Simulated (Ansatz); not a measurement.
# Cu chain started as a strip of triangles: one chain at several levels of theory, part 3 of 3

Aim: how far do the period, the moment and the conductance of the Cu chain started as a strip of triangles depend on the functional, the datasets and spin-orbit coupling, and at what cost?

Ansatz 0.2.0; DFT PBE, plane waves, PAW; relaxation of a chain's period (the session's first sound run).

So far, conductance of the lead as this run defines it (G₀): 2.00 in steps 3, 5 and 7.

**8. Relaxation of atoms and period**

This step: DFT PBEsol, plane waves, PAW; relaxation of a chain's period (Ansatz 0.2.0).

The relaxation is repeated under another functional. PBEsol weakens PBE's gradient terms and usually lands between LDA and PBE.

Input file input.yaml:

```yaml
crystal:
  lattice:
    - [9.0, 0.0, 0.0]
    - [0.0, 7.5, 0.0]
    - [0.0, 0.0, 2.58324]
  atoms:
    - { symbol: Cu, position: [0.377386667, 0.5, 0.0], spin: 0.5 }
    - { symbol: Cu, position: [0.622613333, 0.5, 0.5], spin: 0.5 }
magnetization:
  spin_polarized: true
kpoints:
  mp_grid: { grid: [1, 1, 31] }
scf:
  occupations: { method: fermi_dirac, width: 0.05 }
hamiltonian:
  xc: pbesol
relax:
  cell: { fix: [a, b, alpha, beta, gamma] }
  max_steps: 60
```

On the command line:

```sh
> ansatz run input.yaml --threads 4 --pin off --max-ram 8192MiB --backend cpu --events-out ev --progress --plain --runs-dir out
```

Numbers of over 12 decimals in the logs are rounded to 6 here.

The program printed:

```text
[...]
Crystal: 2 atoms, lattice volume = 174.369 Å³
Basis set: ecut = 420 eV, 3411 PW (Γ), exchange–correlation on 128×108×36 points (8 copies of the dense FFT grid, shifted against one another)
Bands: 24, of which v1, the nominal top of the filled ones, is band 19 counted from 1 (18 counted from 0)
Symmetry: 8 space group operations
[...]
0.000000      -0.111697       0.000000
        0.000000       0.000000       0.001252
  P = ⅓ Tr σ = 0.0096 GPa (0.096 kbar)
--- Relaxed structure (6 steps of the walk, 6 accepted, 1 SCFs on fresh bases) ---
[...]
cell:  # Å, volume = 157.1056 Å³
    - [9.0, 0.0, 0.0]
    - [0.0, 7.5, 0.0]
    - [0.0, 0.0, 2.327491]
  atoms:
    - { symbol: Cu, position: [0.386621, 0.5, 0.0] }
    - { symbol: Cu, position: [0.613379, 0.5, 0.5] }
[key lines of the parts left out:]
SCF converged after 8 iterations
Magnetization: -0.0000 μB (19.0000 up, 19.0000 down)
Free energy (F): -13174.203435 eV
Fermi energy:    -1.476761 eV
```

The job ended after 15 s (4 threads of Arm Neoverse V2, shared host; peak memory 0.5 GiB).

The steps of the relaxation:

```tsv
step	energy less that of the first step (eV)	largest force component (eV/Å)	pressure (GPa)	volume (Å³)
1	0.0000	1.0700	-2.10	174.37
2	-0.2739	0.5321	-1.27	166.66
3	-0.3638	0.4450	0.31	158.23
4	-0.3775	0.0366	-0.02	157.68
5	-0.3779	0.0041	0.03	156.95
6	-0.3780	0.0000	0.01	157.11
7*	-0.3757	0.0004	0.01	157.11
```

Relaxation steps marked * repeat the geometry before them on a plane-wave basis chosen anew for their cell, so energy and pressure can jump there.

Forces are held to the 8 operations that the run works with; a distortion that breaks them can't arise in this run.

```tsv
cell as run	before	after	change
c (Å)	2.583	2.327	-9.9 %
```

The atoms that moved most (Å, along periodic axes as changes of fractional coordinates times the final cell, across vacuum about the mean position):

```tsv
atom	dx	dy	dz	length
Cu1	0.083	0.000	0.000	0.083
Cu2	-0.083	0.000	0.000	0.083
```

Final coordinates:

```cif
data_structure
_symmetry_space_group_name_H-M 'P 1'
_symmetry_Int_Tables_number 1
_cell_length_a 9.0000
_cell_length_b 7.5000
_cell_length_c 2.3275
_cell_angle_alpha 90.000
_cell_angle_beta 90.000
_cell_angle_gamma 90.000
_cell_volume 157.11
loop_
_atom_site_label
_atom_site_type_symbol
_atom_site_fract_x
_atom_site_fract_y
_atom_site_fract_z
_atom_site_occupancy
Cu1 Cu 0.38662 0.50000 0.00000 1
Cu2 Cu 0.61338 0.50000 0.50000 1
```

The cell's length comes to 2.327 Å, -1.9 % against the first run, with no moment.

**9. The wire at its relaxed period, level PBEsol, cutoff 420 eV**

This step: DFT PBEsol, plane waves, PAW; channels and complex bands of a perfect chain (Ansatz 0.2.0).

The channels are counted again under PBEsol, at the period that it gave.

Input file input.yaml:

```yaml
crystal:
  lattice:
    - [9.0, 0.0, 0.0]
    - [0.0, 7.5, 0.0]
    - [0.0, 0.0, 2.3274906636]
  atoms:
    - { symbol: Cu, position: [0.386620792, 0.5, 0.0] }
    - { symbol: Cu, position: [0.613379208, 0.5, 0.5] }
kpoints:
  mp_grid: { grid: [1, 1, 35] }
  band_path: { path: ["Γ", Z], npoints: 60 }
scf:
  occupations: { method: fermi_dirac, width: 0.05 }
hamiltonian:
  xc: pbesol
output:
  transmission:
    e_range: [-2, 2]
    de: 0.035
    kmesh: [1, 1]
    reduced_basis: true
    leads: [[0, 0]]
  dos: { projected: true, e_range: [-6, 4] }
```

The program printed:

```text
[...]
Crystal: 2 atoms, lattice volume = 157.106 Å³
Basis set: ecut = 420 eV, 3033 PW (Γ)
Bands: 23, of which v1, the nominal top of the filled ones, is band 19 counted from 1 (18 counted from 0)
Symmetry: 8 space group operations
[...]
k-points: 18 of 35
[...]
k-point 17: bands = [... 15 lower, -2.7545, -2.4869, -2.4550, 1.0085, 1.6258, 5.1417, 5.6163, 7.1230]
--- Transmission ---
  basis      : 595 plane waves across, 3 finite elements along
  points     : 1, standing for a mesh of 1 x 1
[...]
crystal 0  : Cu2, at the sites [0, 0], period 2.3275 Å: whole cells are its period
[...]
filled         : 29.7 meV under the level at which it is neutral
    channels       : 2.000000e0 a spin
[...]
[key lines of the parts left out:]
SCF converged after 8 iterations
Free energy (F): -13174.203807 eV
Fermi energy:    -1.529398 eV
```

It took 24 s on 4 threads; peak memory 0.72 GiB.

Table of open channels of the lead, one spin by energy, zero at the Fermi level:

```tsv
energy (eV)	open channels of the lead, one spin
-2.000	4
-1.510	6
-0.985	6
-0.495	1
-0.005	2
0.485	2
1.010	2
1.500	2
```

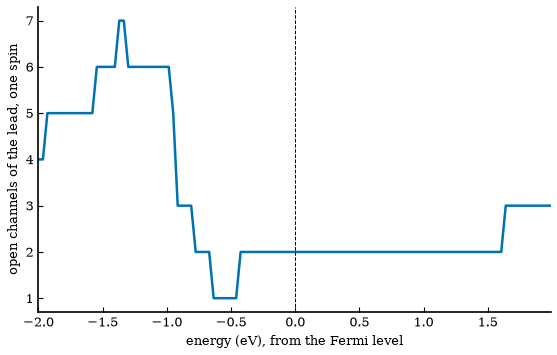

Open channels of the lead, one spin, plotted against energy.

At the computed energy nearest the Fermi level there are 2 channels a spin, and the thermal average gives 2.00 G₀.

**10. The series together**

Times are for 4 threads of Arm Neoverse V2, shared host. The runs compared:

```tsv
no.	level	conductance of the lead as this run defines it (G₀)	time	memory (GiB)
1	PBE	2.000	23 s	0.72
2	LDA	2.000	23 s	0.71
3	r2SCAN	2.000	20 s	0.97
4	PBEsol	2.000	24 s	0.72
```

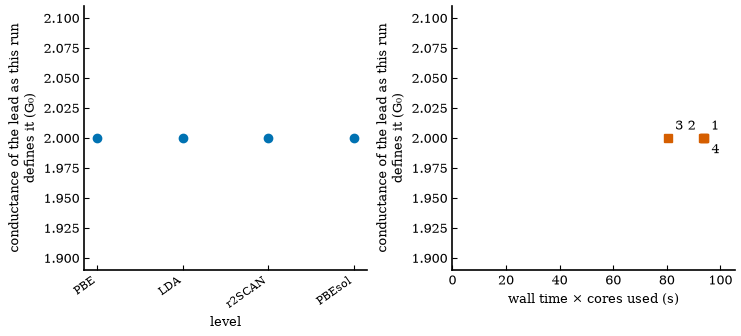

The series as plots; the last panel sets the first result against cost, with the runs numbered as in the table.

**11. The relaxed wire, cutoff 1350 eV**

This step: DFT PBE, plane waves, PAW (JTH); relaxation of a chain's period (Ansatz 0.2.0).

The same functional on other atomic datasets tests how far the result hangs on the treatment of the cores. Against the first PBE run of this kind, the cutoff is 1350 eV against 420.

Input file input.yaml:

```yaml
crystal:
  lattice:
    - [9.0, 0.0, 0.0]
    - [0.0, 7.5, 0.0]
    - [0.0, 0.0, 2.58324]
  atoms:
    - { symbol: Cu, position: [0.377386667, 0.5, 0.0], spin: 0.5 }
    - { symbol: Cu, position: [0.622613333, 0.5, 0.5], spin: 0.5 }
magnetization:
  spin_polarized: true
kpoints:
  mp_grid: { grid: [1, 1, 31] }
scf:
  occupations: { method: fermi_dirac, width: 0.05 }
hamiltonian:
  xc: pbe
  pseudopotentials: { kind: paw, source: jth }
relax:
  cell: { fix: [a, b, alpha, beta, gamma] }
  max_steps: 60
```

The program printed:

```text
[...]
0.000000       0.000000      -0.002386
  P = ⅓ Tr σ = 0.0059 GPa (0.059 kbar)
--- Relaxed structure (5 steps of the walk, 5 accepted, 1 SCFs on fresh bases) ---
[...]
cell:  # Å, volume = 160.2546 Å³
    - [9.0, 0.0, 0.0]
    - [0.0, 7.5, 0.0]
    - [0.0, 0.0, 2.374142]
  atoms:
    - { symbol: Cu, position: [0.384510, 0.5, 0.0] }
    - { symbol: Cu, position: [0.615490, 0.5, 0.500000] }
[key lines of the parts left out:]
SCF converged after 6 iterations
Magnetization: -0.0000 μB (19.0000 up, 19.0000 down)
Free energy (F): -13246.122404 eV
Fermi energy:    -0.992086 eV
```

Wall time 53 s (4 threads); peak memory 1.4 GiB; 3.5 min of CPU time.

The cell's length comes to 2.374 Å, +0.1 % against the first run, with no moment.

**12. Relaxing the period**

This step: DFT PBE, plane waves, PAW; relaxation of a chain's period (Ansatz 0.2.0).

No moment formed, so a run without spin should agree; this checks it and saves time.

input.yaml, the sections that differ from step 11:

```yaml
crystal:
  lattice:
    - [9.0, 0.0, 0.0]
    - [0.0, 7.5, 0.0]
    - [0.0, 0.0, 2.58324]
  atoms:
    - { symbol: Cu, position: [0.377386667, 0.5, 0.0] }
    - { symbol: Cu, position: [0.622613333, 0.5, 0.5] }
hamiltonian:
  xc: pbe
# kpoints, scf, relax: as in step 11
# magnetization: removed
```

The program printed:

```text
[...]
Crystal: 2 atoms, lattice volume = 174.369 Å³
Basis set: ecut = 420 eV, 3411 PW (Γ), exchange–correlation on 128×108×36 points (8 copies of the dense FFT grid, shifted against one another)
Bands: 23, of which v1, the nominal top of the filled ones, is band 19 counted from 1 (18 counted from 0)
Symmetry: 8 space group operations
[...]
k-points: 16 of 31
[...]
-0.000000      -0.124210       0.000000
        0.000000       0.000000       0.012952
  P = ⅓ Tr σ = 0.0110 GPa (0.110 kbar)
--- Relaxed structure (5 steps of the walk, 5 accepted, 1 SCFs on fresh bases) ---
[...]
cell:  # Å, volume = 160.1340 Å³
    - [9.0, 0.0, 0.0]
    - [0.0, 7.5, 0.0]
    - [0.0, 0.0, 2.372355]
  atoms:
    - { symbol: Cu, position: [0.384467, 0.500000, 0.0] }
    - { symbol: Cu, position: [0.615533, 0.500000, 0.5] }
[key lines of the parts left out:]
SCF converged after 8 iterations
Free energy (F): -13247.575231 eV
Fermi energy:    -1.441360 eV
```

Elapsed: 5.3 s, on 4 threads; peak memory 0.46 GiB.

The cell's length comes to 2.372 Å, +0.0 % against the first run, with spin left out.

**13. Side by side**

Times are for 4 threads of Arm Neoverse V2, shared host. The runs compared:

```tsv
no.	level	cell length along the wire (Å)	time	memory (GiB)
1	PBE	2.372	12 s	0.49
2	LDA	2.288	15 s	0.47
3	r2SCAN	2.333	48 s	0.9
4	PBEsol	2.327	15 s	0.5
5	PBE, JTH files	2.374	53 s	1.4
6	PBE, no spin	2.372	5.3 s	0.46
```

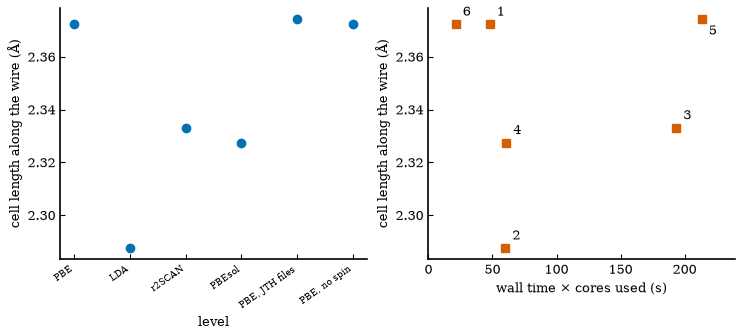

The series as plots; the last panel sets the first result against cost, with the runs numbered as in the table.

**14. With spin-orbit coupling**

This step: DFT PBE, plane waves, fully relativistic PAW; channels of a perfect chain with spin-orbit coupling (Ansatz 0.2.0).

Spin-orbit coupling mixes the spins and splits bands that cross or touch without it, so it can open or close channels. Fully relativistic datasets take the place of the scalar ones. The window is narrow, since spinor matrices are twice as large.

Input file input.yaml:

```yaml
crystal:
  lattice:
    - [9.0, 0.0, 0.0]
    - [0.0, 7.5, 0.0]
    - [0.0, 0.0, 2.3723524564]
  atoms:
    - { symbol: Cu, position: [0.384466057, 0.5, 0.0] }
    - { symbol: Cu, position: [0.615533943, 0.5, 0.5] }
kpoints:
  mp_grid: { grid: [1, 1, 34] }
  band_path: { path: ["Γ", Z], npoints: 60 }
scf:
  occupations: { method: fermi_dirac, width: 0.05 }
hamiltonian:
  xc: pbe
  pseudopotentials: { kind: paw_fr }
output:
  transmission:
    e_range: [-0.42, 0.42]
    de: 0.035
    kmesh: [1, 1]
    reduced_basis: false
    leads: [[0, 0]]
magnetization:
  noncollinear: true
  spin_orbit: true
```

The program printed:

```text
[...]
non-collinear run that drives no moment, with spin-orbit: no starting moment large enough to seed its density (crystal.atoms[].spin), no starting occupations that ask for one, no magnetisation constraint and no magnetic field, so the semilocal B_xc is pinned to zero
Crystal: 2 atoms, lattice volume = 160.134 Å³
Basis set: ecut = 420 eV, 3085 PW (Γ)
Bands: 46, of which v1, the nominal top of the filled ones, is band 38 counted from 1 (37 counted from 0)
Symmetry: 8 space group operations + 8 with time reversal
[...]
k-points: 18 of 34
Projection manifold: j_resolved (fully-relativistic pseudo-atomic orbitals)
[...]
SCF iter   1: F=—  HF=-13249.097983 eV  |F-HF|=—  |Δ(HF+E_count)|=         —  Δρ=6.68e-2  dr2=4.50e0  dr2_m=0.00e0 (ungated)  ethr=3.10e-3  |M|=0.00e0 ∫|m|=0.00e0 μB  |m|>n=0.0e0 m-floor=0.0e0 τ_xc=0.0e0  β_m=1.00  ⟨swp⟩=10.1  Hψ=2314  notcnv=0  defer=12
[...]
spin=Noncollinear: LDOS preconditioning applied to the charge; magnetization (m_x, m_y, m_z) channels mix plain (no charge-response kernel on spin).
SCF iter   2: F=—  HF=-13250.974377 eV  |F-HF|=—  |Δ(HF+E_count)|=    1.88e0  Δρ=9.82e-2  dr2=8.69e0  dr2_m=0.00e0 (ungated)  ethr=3.10e-3  |M|=0.00e0 ∫|m|=0.00e0 μB  |m|>n=0.0e0 m-floor=0.0e0 τ_xc=0.0e0  β_m=0.59  ⟨swp⟩=3.7  Hψ=1148  notcnv=0  defer=40  recentre
[...]
SCF iter   9: F=-13248.306096 eV  HF=-13248.306096 eV  |F-HF|=1.50e-9  |Δ(HF+E_count)|=   4.41e-8  Δρ=1.99e-6  dr2=3.93e-9  dr2_m=0.00e0 (ungated)  ethr=2.63e-10  |M|=0.00e0 ∫|m|=0.00e0 μB  |m|>n=0.0e0 m-floor=0.0e0 τ_xc=0.0e0  ⟨swp⟩=10.9  Hψ=1363  notcnv=0
SCF 1 converged in 9 iterations: F = -13248.306096 eV  dr2 = 3.93e-9
[...]
transmission: 3 of 3 steps passed
SCF converged after 9 iterations
Magnetization: |M| = 0.0000 μB,  M = (+0.0000, +0.0000, +0.0000) μB
Absolute magnetization: 0.0000 μB (∫|m|)
  site 0: m = (+0.0000, +0.0000, +0.0000) μB, |m| = 0.0000 μB  (R = 0.98 Å)
  site 1: m = (+0.0000, +0.0000, +0.0000) μB, |m| = 0.0000 μB  (R = 0.98 Å)
Free energy (F): -13248.306096 eV
[...]
Internal energy: -13248.297197 eV  (E = F + TS)
E sigma→0 (E₀):  -13248.301646 eV
Entropy (-TS):   -0.008900 eV (-4.450 meV/atom)
Fermi energy:    -1.456557 eV
[...]
--- Band table (eV; the first three rows and the last of 18) ---
  k-point 0: bands = [... 34 lower, -2.2984, -2.2984, -2.1683, -2.1683, -1.8890, -1.8890, 0.1671, 0.1671, ... 4 higher]
  k-point 1: bands = [... 34 lower, -2.3189, -2.3189, -2.1875, -2.1875, -1.8615, -1.8615, 0.2053, 0.2053, ... 4 higher]
  k-point 2: bands = [... 34 lower, -2.3760, -2.3760, -2.2426, -2.2426, -1.7814, -1.7814, 0.3168, 0.3168, ... 4 higher]
  k-point 17: bands = [... 34 lower, -2.4324, -2.4324, 1.2554, 1.2554, 1.2554, 1.2554, 5.0655, 5.0655, ... 4 higher]
--- Transmission ---
  basis      : 595 plane waves across, 3 finite elements along
  points     : 1, standing for a mesh of 1 x 1
[...]
crystal 0  : Cu2, at the sites [0, 0], period 2.3724 Å: whole cells are its period
[...]
filled         : 19.2 meV over the level at which it is neutral
    channels       : 4.000000e0 of both spins
[...]
```

It took 5.8 min on 4 threads; peak memory 4.1 GiB; 20 min of CPU time.

Numbers from this step:

```yaml
energy_at_zero_smearing: -13248.3016 eV
channels_at_the_energy_nearest_the_fermi_level_both_spins: 4
```

The open channels of the lead, both spins stays at 4 for energy from -0.42 to 0.42 eV.

The slowest values at each energy, most degenerate partners merged, listed up to 1.5 1/Å. Im kz of the slowest decaying states against energy, zero at the Fermi level:

```tsv
energy (eV)	decay 1 (Å⁻¹)	decay 2 (Å⁻¹)	decay 3 (Å⁻¹)	decay 4 (Å⁻¹)
-0.420	0.248	0.297	0.489	0.498
-0.315	0.281	0.318	0.525	0.529
-0.210	0.304	0.334	0.549	0.564
-0.105	0.322	0.345	0.569	0.597
0.000	0.335	0.352	0.587	0.626
0.105	0.345	0.356	0.603	0.654
0.210	0.353	0.357	0.617	0.681
0.315	0.356	0.629	0.705	1.01
0.420	0.355	0.639	0.729	0.995
```

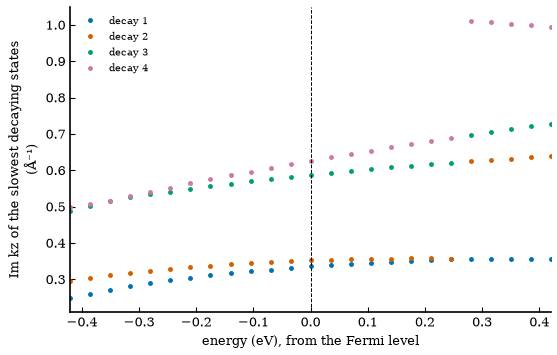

Im kz of the slowest decaying states against energy.

Electronic bands along the path, in eV, zero at the Fermi level:

```tsv
point	band 33	band 34	band 35	band 36	band 37	band 38	band 39	band 40
Γ	-1.01	-1.01	-0.84	-0.84	-0.71	-0.71	-0.43	-0.43
Z	-0.98	-0.98	-0.98	-0.98	2.71	2.71	2.71	2.71
```

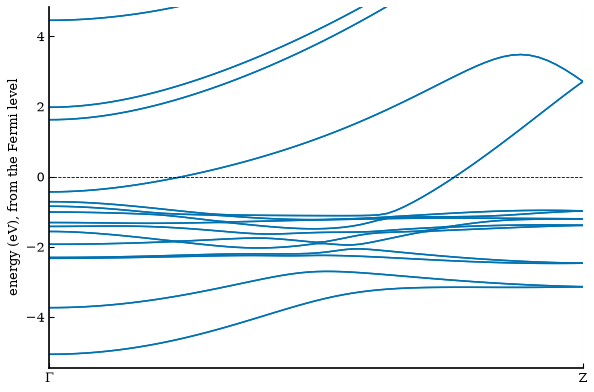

Electronic bands along the path.

At the computed energy nearest the Fermi level there are 4 spinor channels, and the thermal average gives 2.00 G₀.

**15. A varied input**

This step: DFT PBEsol, plane waves, PAW; channels and complex bands of a perfect chain; changed: hamiltonian.pseudopotentials = {"kind": "paw_fr"}, magnetization = {"noncollinear": true, "spin_orbit": true}, hamiltonian.xc = "pbesol" (Ansatz 0.2.0).

The atoms of the run on the perfect lead (PBE) are kept and the input is varied, to see whether the result depends on it. The ELF is not written this time.

input.yaml, the sections that differ from step 14:

```yaml
hamiltonian:
  xc: pbesol
  pseudopotentials: { kind: paw_fr }
output:
  transmission:
    e_range: [-2, 2]
    de: 0.035
    kmesh: [1, 1]
    reduced_basis: true
    leads: [[0, 0]]
  dos: { projected: true, e_range: [-6, 4] }
  write_potential: true
  write_density: true
  volumetric_format: npy
# crystal, kpoints, scf, magnetization: as in step 14
```

The program printed:

```text
Error: inconsistent input (output.transmission.reduced_basis, magnetization.noncollinear): a run with two-component spinors is solved on all plane waves alone: leave reduced_basis out
```

The job ended after 0.15 s (4 threads; peak memory 0.09 GiB).

The input was rejected at the start.

The program's message: “Error: inconsistent input (output.transmission.reduced_basis, magnetization.noncollinear): a run with two-component spinors is solved on all plane waves alone: leave reduced_basis out”

**16. What came out**

```yaml
cell_length_pbe: 2.372 Å
cell_length_lda: 2.288 Å
cell_length_r2scan: 2.333 Å
cell_length_pbesol: 2.327 Å
cell_length_pbe_jth_files: 2.374 Å
cell_length_pbe_no_spin: 2.372 Å
conductance_pbe: 2.00 G₀
conductance_lda: 2.00 G₀
conductance_r2scan: 2.00 G₀
conductance_pbesol: 2.00 G₀
conductance_with_spin_orbit_coupling: 2.00 G₀
```

Under PBE the cell's length is 2.37 Å, no moment survives, and it is a metal with 2 channels a spin next to the Fermi level, 2.00 G₀ at 300 K. The cell's length spans 3.7 % over the functionals, shortest under LDA and longest under PBE. A perfect wire passes every open channel, so the conductance counts half a G₀ for each forward-moving state at the Fermi level, spin by spin. At the relaxed period it forms two rows 2.08 Å apart, with 2.39 Å between atoms of unlike rows and 2.37 Å along a row: a strip of triangles. Transport is coherent and elastic here: the atoms are frozen, so scattering by vibrations plays no part.

[Logs are printed without paths, hosts, clocks, repeated set-up lines and the standing remarks that a program may print on its own settings, such as how far it seeks lower states.]

[Hosts, paths, dates, database ids (printed as entryN), source tags and the programs' standing remarks are cut or masked in the printed files.]
